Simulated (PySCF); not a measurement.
## AlO₂: frequency calculation

AlO₂, multiplicity 2, computed with UKS-based PBE0, Al def2-TZVP, O def2-TZVP; non-relativistic Hamiltonian; density fitting (PySCF 2.14.0).

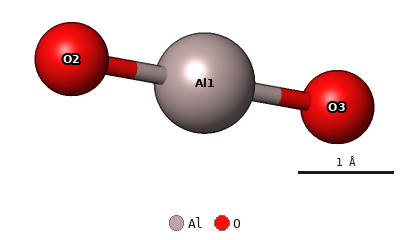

*The structure as given in the input (ball-and-stick view, seen at a tilt; atoms are numbered from 1 in the order of the input). Sticks mark near contacts.*

Summary

```tsv
quantity	value
outcome	converged
total energy	−392.613490 hartree
⟨S²⟩	0.799
zero-point energy	0.004188 hartree
dipole moment	0.00 D
wavenumbers, lowest and highest	181 and 788 cm⁻¹
hardware	4 threads of Arm Neoverse V2, 24 GiB of memory available, shared host
wall time	12 s (CPU time 38 s)
peak memory	0.88 GiB
```

Notes

Checks after the run noted: the SCF density has lower symmetry than the nuclear frame.

Input
```python
from pyscf import gto, scf, dft
mol = gto.M(atom='''
Al     0.000000     0.000000     0.000000
O     -0.000000     0.000000     1.646022
O      0.000000     0.000000    -1.646022''',
    basis={'Al': 'def2-TZVP', 'O': 'def2-TZVP'},
    charge=0, spin=1)
mf = dft.UKS(mol, xc='PBE0')
mf.grids.atom_grid = (75, 302)
aux = {'Al': 'def2-universal-JKFIT', 'O': 'def2-universal-JKFIT'}
mf = mf.density_fit(auxbasis=aux)
mf.conv_tol = 1e-09
mf.diis_space = 10
mf.max_cycle = 60
mf.verbose = 4
mf.kernel()
```

The script is an equivalent of the set-up of the self-consistent field. The run itself was carried out by a driver, which started from the orbitals of the step before it where there was one and computed the further properties.

Launch command:
```bash
OMP_NUM_THREADS=4 python axn.py task.json out
```

The program's output
```
init E= -392.613489943966
  alpha nocc = 15  HOMO = -0.348572824831078  LUMO = -0.0989590330674304
  beta  nocc = 14  HOMO = -0.291878342123899  LUMO = -0.220989258048952
  HOMO = -0.291878342124  LUMO = -0.220989258049  gap/eV = 1.92899
cycle= 1 E= -392.613489943961  delta_E= 4.55e-12  |g|= 3.54e-06  |ddm|= 2.32e-06
  alpha nocc = 15  HOMO = -0.34857246584319  LUMO = -0.098958946322881
  beta  nocc = 14  HOMO = -0.291878111103094  LUMO = -0.22098897207664
  HOMO = -0.291878111103  LUMO = -0.220988972077  gap/eV = 1.92899
Extra cycle  E= -392.613489943808  delta_E= 1.53e-10  |g|= 1.84e-05  |ddm|= 1.16e-05
converged SCF energy = -392.613489943808  <S^2> = 0.79924357  2S+1 = 2.0486518
```

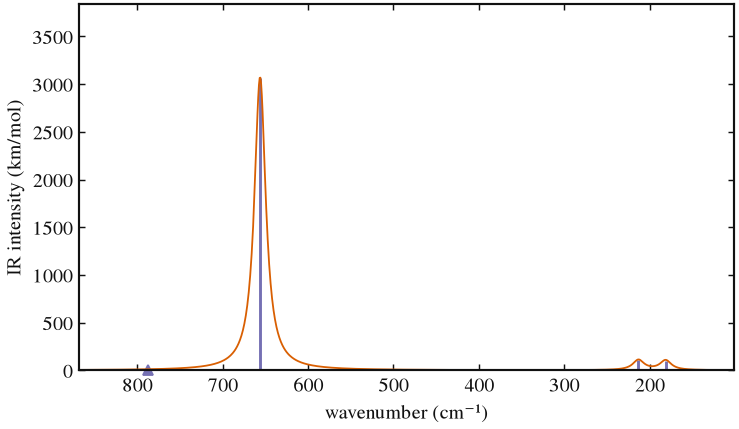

*Harmonic infrared spectrum, unscaled: sticks (degenerate modes added up, dark ones marked on the axis) with a Lorentzian envelope of 16 cm⁻¹ full width, scaled to the tallest stick.*

4 modes from 181 to 788 cm⁻¹, none imaginary. The strongest line is at 656 cm⁻¹ (3069 km/mol). All modes, in cm⁻¹ (km/mol): 181 (102), 213 (107), 656 (3069), 788 (0.0). The two bends of a linear molecule should be equal; they aren't, because the electronic state found breaks the axial symmetry.
